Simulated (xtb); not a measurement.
# Si$_{4}$H$_{8}$: geometry relaxation (part 2 of 3)

The same run, continued: Si$_{4}$H$_{8}$ (cyclo-(SiH2)4); GFN2-xTB (xtb 6.7.1). The geometry comes from this level: GFN2-xTB.

Geometry of the input (Å):
```
Si 0.9678  -1.3562  -0.0234
H  0.5591  -2.7668  0.0332
H  2.4316  -1.4462  -0.1051
Si 0.0991  0.0422  1.6618
H  -0.7772  -0.6009  2.6508
H  1.0860  0.7321  2.5038
Si -0.9688  1.3554  0.0238
H  -2.4339  1.4283  0.1069
H  -0.5773  2.7701  -0.0330
Si -0.0939  -0.0380  -1.6624
H  0.7847  0.6072  -2.6472
H  -1.0772  -0.7272  -2.5094
```

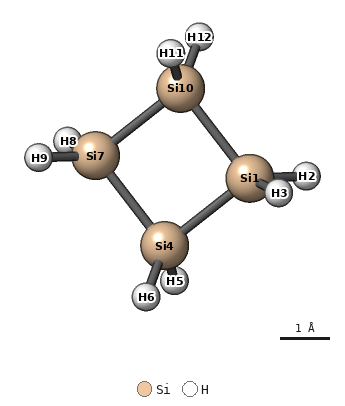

The input geometry (ball-and-stick view, seen at a tilt; atoms are numbered from 1 in the order of the input).

What the program printed, continued:
```
 iter      E             dE          RMSdq      gap      omega  full diag
   1    -11.0094298 -0.110094E+02  0.291E-02    2.93       0.0  T
   2    -11.0094299 -0.436271E-07  0.194E-02    2.93       1.5  T
   3    -11.0094296  0.252358E-06  0.104E-02    2.93       2.8  T
   4    -11.0094299 -0.297964E-06  0.335E-03    2.93       8.6  T
   5    -11.0094299 -0.423766E-08  0.890E-04    2.93      32.4  T
   6    -11.0094299 -0.150502E-08  0.432E-04    2.93      66.8  T
     SCC iter.                  ...        0 min,  0.004 sec
     gradient                   ...        0 min,  0.004 sec
 * total energy  :   -10.9181970 Eh     change       -0.1505665E-05 Eh
   gradient norm :     0.0002494 Eh/α   predicted    -0.1140425E-05 ( -24.26%)
   displ. norm   :     0.0055277 α      lambda       -0.5441511E-06
   maximum displ.:     0.0019740 α      in ANC's #21, #10, #2, ...

........................................................................
.............................. CYCLE    4 ..............................
........................................................................

 iter      E             dE          RMSdq      gap      omega  full diag
   1    -11.0093371 -0.110093E+02  0.159E-02    2.93       0.0  T
   2    -11.0093372 -0.299005E-07  0.111E-02    2.93       2.6  T
   3    -11.0093371  0.551553E-07  0.463E-03    2.93       6.2  T
   4    -11.0093372 -0.737533E-07  0.227E-03    2.93      12.7  T
   5    -11.0093372 -0.327908E-08  0.115E-03    2.93      25.1  T
   6    -11.0093372 -0.729472E-09  0.666E-04    2.93      43.3  T
   7    -11.0093372 -0.529521E-09  0.446E-04    2.93      64.8  T
     SCC iter.                  ...        0 min,  0.005 sec
     gradient                   ...        0 min,  0.004 sec
 * total energy  :   -10.9181967 Eh     change        0.2500854E-06 Eh
   gradient norm :     0.0004078 Eh/α   predicted    -0.2723634E-06 (-208.91%)
   displ. norm   :     0.0035525 α      lambda       -0.6462965E-06
   maximum displ.:     0.0015983 α      in ANC's #10, #21, #19, ...

........................................................................
.............................. CYCLE    5 ..............................
........................................................................

 iter      E             dE          RMSdq      gap      omega  full diag
   1    -11.0093882 -0.110094E+02  0.101E-02    2.93       0.0  T
   2    -11.0093882 -0.171270E-07  0.729E-03    2.93       4.0  T
   3    -11.0093882  0.152777E-07  0.324E-03    2.93       8.9  T
   4    -11.0093882 -0.263675E-07  0.177E-03    2.93      16.3  T
   5    -11.0093882 -0.231625E-08  0.776E-04    2.93      37.2  T
   6    -11.0093882 -0.327926E-09  0.445E-04    2.93      64.9  T
     SCC iter.                  ...        0 min,  0.004 sec
     gradient                   ...        0 min,  0.004 sec
 * total energy  :   -10.9181972 Eh     change       -0.4732189E-06 Eh
   gradient norm :     0.0000554 Eh/α   predicted    -0.3220500E-06 ( -31.94%)
   displ. norm   :     0.0027126 α      lambda       -0.4782889E-07
   maximum displ.:     0.0017035 α      in ANC's #2, #3, #9, ...

........................................................................
.............................. CYCLE    6 ..............................
........................................................................

 iter      E             dE          RMSdq      gap      omega  full diag
   1    -11.0094020 -0.110094E+02  0.505E-03    2.93       0.0  T
   2    -11.0094020 -0.185844E-08  0.349E-03    2.93       8.3  T
   3    -11.0094020  0.446615E-08  0.132E-03    2.93      21.9  T
   4    -11.0094020 -0.572780E-08  0.466E-04    2.93      62.0  T
   5    -11.0094020 -0.115875E-09  0.181E-04    2.93     159.1  T
     SCC iter.                  ...        0 min,  0.004 sec
     gradient                   ...        0 min,  0.004 sec
 * total energy  :   -10.9181972 Eh     change       -0.2407329E-07 Eh
   gradient norm :     0.0000614 Eh/α   predicted    -0.2500341E-07 (   3.86%)
   displ. norm   :     0.0020862 α      lambda       -0.3102845E-07
   maximum displ.:     0.0018696 α      in ANC's #2, #3, #19, ...

   *** GEOMETRY OPTIMIZATION CONVERGED AFTER 6 ITERATIONS ***

------------------------------------------------------------------------
 total energy gain   :        -0.0000009 Eh       -0.0006 kcal/mol
 total RMSD          :         0.0049199 a0        0.0026 Å
 total power (kW/mol):        -0.0004026 (step)   -0.0388 (real)
------------------------------------------------------------------------

 ANCopt (total)                0 d,  0 h,  0 min,  0.062 sec
 optimizer setup                ...        0 min,  0.000 sec (  0.149%)
 model hessian                  ...        0 min,  0.001 sec (  1.960%)
 ANC generation                 ...        0 min,  0.000 sec (  0.448%)
 coordinate transformation      ...        0 min,  0.000 sec (  0.078%)
 single point calculation       ...        0 min,  0.059 sec ( 95.084%)
 optimization log               ...        0 min,  0.001 sec (  0.818%)
 hessian update                 ...        0 min,  0.000 sec (  0.068%)
 rational function              ...        0 min,  0.001 sec (  0.873%)

================
 final structure:
================
12
 xtb: 6.7.1 (unknown-commit)
Si           0.96599641688444       -1.35666264805657       -0.02323580615189
H            0.56282536765719       -2.76828674351025        0.03435278117443
H            2.43037569606635       -1.44170685000828       -0.10675367634306
Si           0.09824117556479        0.04142025031602        1.66226483755015
H           -0.77750823524467       -0.60092764898432        2.65165300031569
H            1.08541929855498        0.73131754389343        2.50377555179729
Si          -0.96880414513940        1.35475188972976        0.02351293630162
H           -2.43371975513752        1.43042443504991        0.10701778046970
H           -0.57434233775409        2.76886222229912       -0.03379025369006
Si          -0.09550550418638       -0.03931799828378       -1.66242957260023
H            0.78547916492865        0.60636071863349       -2.64511049340301
H           -1.07844714219435       -0.72621517107852       -2.51124708542063

 Bond Distances (Angstroems)
 ---------------------------
Si1-H2=1.4692        Si1-H3=1.4692        Si1-Si4=2.3555       Si1-Si10=2.3557      H2-Si1=1.4692        H3-Si1=1.4692
Si4-Si1=2.3555       Si4-H5=1.4692        Si4-H6=1.4692        Si4-Si7=2.3556       H5-Si4=1.4692        H6-Si4=1.4692
Si7-Si4=2.3556       Si7-H8=1.4692        Si7-H9=1.4692        Si7-Si10=2.3555      H8-Si7=1.4692        H9-Si7=1.4692
Si10-Si1=2.3557      Si10-Si7=2.3555      Si10-H11=1.4693      Si10-H12=1.4692      H11-Si10=1.4693      H12-Si10=1.4692
 Si H  Rav=1.4692 sigma=0.0000  Rmin=1.4692  Rmax=1.4693     8
 Si Si Rav=2.3556 sigma=0.0001  Rmin=2.3555  Rmax=2.3557     4

 selected bond angles (degree)
 --------------------
H3-Si1-H2=102.72               Si4-Si1-H2=116.18              Si4-Si1-H3=116.24              Si10-Si1-H2=116.16
Si10-Si1-H3=116.23             Si10-Si1-Si4= 90.00            H5-Si4-Si1=116.23              H6-Si4-Si1=116.17
H6-Si4-H5=102.71               Si7-Si4-Si1= 90.00             Si7-Si4-H5=116.25              Si7-Si4-H6=116.17
H8-Si7-Si4=116.16              H9-Si7-Si4=116.24              H9-Si7-H8=102.73               Si10-Si7-Si4= 90.00
Si10-Si7-H8=116.16             Si10-Si7-H9=116.24             Si7-Si10-Si1= 90.00            H11-Si10-Si1=116.17
H11-Si10-Si7=116.16            H12-Si10-Si1=116.23            H12-Si10-Si7=116.24            H12-Si10-H11=102.72

 selected dihedral angles (degree)
 ---------------------------------
H5-Si4-Si1-H2=  0.28          H5-Si4-Si1-H3=239.23          H5-Si4-Si1-Si10=119.71        H6-Si4-Si1-H2=121.31
H6-Si4-Si1-H3=  0.26          H6-Si4-Si1-Si10=240.74        Si7-Si4-Si1-H2=240.74         Si7-Si4-Si1-H3=119.69
Si7-Si4-Si1-Si10=  0.17       H8-Si7-Si4-Si1=119.25         H8-Si7-Si4-H5=359.72          H8-Si7-Si4-H6=238.68
H9-Si7-Si4-Si1=240.30         H9-Si7-Si4-H5=120.77          H9-Si7-Si4-H6=359.73          Si10-Si7-Si4-Si1=359.83
Si10-Si7-Si4-H5=240.31        Si10-Si7-Si4-H6=119.26        Si7-Si10-Si1-H2=119.27        Si7-Si10-Si1-H3=240.30
Si7-Si10-Si1-Si4=359.83       H11-Si10-Si1-H2=238.70        H11-Si10-Si1-H3=359.72        H11-Si10-Si1-Si4=119.26
H12-Si10-Si1-H2=359.74        H12-Si10-Si1-H3=120.76        H12-Si10-Si1-Si4=240.30       Si1-Si10-Si7-Si4=  0.17
Si1-Si10-Si7-H8=240.75        Si1-Si10-Si7-H9=119.70        H11-Si10-Si7-Si4=240.74       H11-Si10-Si7-H8=121.33
H11-Si10-Si7-H9=  0.28        H12-Si10-Si7-Si4=119.69       H12-Si10-Si7-H8=  0.28        H12-Si10-Si7-H9=239.23
           -------------------------------------------------
          |                Final Singlepoint                |
           -------------------------------------------------

          ...................................................
          :                      SETUP                      :
          :.................................................:
          :  # basis functions                  48          :
          :  # atomic orbitals                  44          :
          :  # shells                           20          :
          :  # electrons                        24          :
          :  max. iterations                   250          :
          :  Hamiltonian                  GFN2-xTB          :
          :  restarted?                      false          :
          :  GBSA solvation                  false          :
          :  PC potential                    false          :
          :  electronic temp.          300.0000000     K    :
          :  accuracy                    1.0000000          :
          :  -> integral cutoff          0.2500000E+02      :
          :  -> integral neglect         0.1000000E-07      :
          :  -> SCF convergence          0.1000000E-05 Eh   :
          :  -> wf. convergence          0.1000000E-03 e    :
          :  Broyden damping             0.4000000          :
          :  net charge                          0          :
          :  unpaired electrons                  0          :
          ...................................................

 iter      E             dE          RMSdq      gap      omega  full diag
   1    -11.0094020 -0.110094E+02  0.120E-04    2.93       0.0  T
   2    -11.0094020 -0.860645E-11  0.705E-05    2.93     409.7  T
   3    -11.0094020 -0.920153E-11  0.638E-05    2.93     452.7  T

   *** convergence criteria satisfied after 3 iterations ***

         #    Occupation            Energy/Eh            Energy/eV
      -------------------------------------------------------------
         1        2.0000           -0.7890240             -21.4704
       ...           ...                  ...                  ...
         6        2.0000           -0.4210931             -11.4585
         7        2.0000           -0.4210899             -11.4584
         8        2.0000           -0.4158006             -11.3145
         9        2.0000           -0.4073944             -11.0858
        10        2.0000           -0.3562184              -9.6932
        11        2.0000           -0.3562064              -9.6929
        12        2.0000           -0.3270854              -8.9004 (HOMO)
        13                         -0.2193942              -5.9700 (LUMO)
        14                         -0.2042641              -5.5583
        15                         -0.2042507              -5.5579
        16                         -0.1800354              -4.8990
        17                         -0.1760025              -4.7893
       ...                                ...                  ...
        44                          1.1445800              31.1456
      -------------------------------------------------------------
                  HL-Gap            0.1076912 Eh            2.9304 eV
             Fermi-level           -0.2732398 Eh           -7.4352 eV

 SCC (total)                   0 d,  0 h,  0 min,  0.008 sec
 SCC setup                      ...        0 min,  0.000 sec (  1.212%)
 Dispersion                     ...        0 min,  0.000 sec (  0.393%)
 classical contributions        ...        0 min,  0.000 sec (  0.144%)
 integral evaluation            ...        0 min,  0.002 sec ( 21.357%)
 iterations                     ...        0 min,  0.002 sec ( 29.637%)
 molecular gradient             ...        0 min,  0.004 sec ( 45.838%)
 printout                       ...        0 min,  0.000 sec (  1.221%)

         :::::::::::::::::::::::::::::::::::::::::::::::::::::
         ::                     SUMMARY                     ::
         :::::::::::::::::::::::::::::::::::::::::::::::::::::
         :: total energy             -10.918197222148 Eh    ::
         :: gradient norm              0.000061507142 Eh/a0 ::
         :: HOMO-LUMO gap              2.930425887647 eV    ::
         ::.................................................::
         :: SCC energy               -11.009380797845 Eh    ::
         :: -> isotropic ES            0.021266387174 Eh    ::
         :: -> anisotropic ES         -0.001238547387 Eh    ::
         :: -> anisotropic XC          0.008778217646 Eh    ::
         :: -> dispersion             -0.010390092671 Eh    ::
         :: repulsion energy           0.091183575697 Eh    ::
         :: add. restraining           0.000000000000 Eh    ::
         :: total charge               0.000000000000 e     ::
         :::::::::::::::::::::::::::::::::::::::::::::::::::::

           -------------------------------------------------
          |                Numerical Hessian                |
           -------------------------------------------------
step length          :   0.00500
SCC accuracy         :   0.30000
Hessian scale factor :   1.00000
frozen atoms in %    :   0.00000    0
RMS gradient         :   0.00006
estimated CPU  time      0.01 min

writing file <hessian>, containing the non-mass-weighted Hessian matrix in atomic units (Eₕ/Bohr²).

 projected vibrational frequencies (cm⁻¹)
eigval :       -0.00    -0.00    -0.00     0.00     0.00     0.00
eigval :       68.42   245.49   279.41   292.47   292.56   381.77
eigval :      381.95   382.70   390.84   398.41   418.07   430.04
eigval :      483.34   483.41   489.05   605.64   616.80   617.05
eigval :      824.31   834.09   834.18   861.76  2150.91  2164.27
eigval :     2164.36  2171.18  2179.02  2179.19  2189.27  2190.78
           -------------------------------------------------
          |                Property Printout                |
           -------------------------------------------------

    * Orbital Energies and Occupations
```
